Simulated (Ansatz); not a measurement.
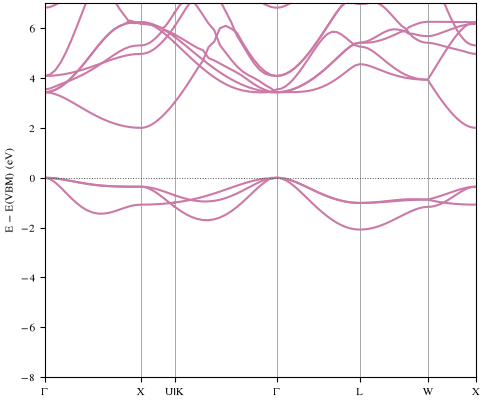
Figure. Band structure from r²SCAN (plane waves, PAW; program Ansatz)

Read off the gap and where the band edges lie.

About 2.0 eV (2.00 eV by a search for the band edges); maximum at Γ, minimum at X.

The material is BaTe (rock salt, Fm-3m).

The r²SCAN relaxation kept the symmetry of its start; of distortions, only those at the zone centre were tested. Spin–orbit coupling is left out wherever it is not named.

Potentials: the later of the program's two PAW sets.
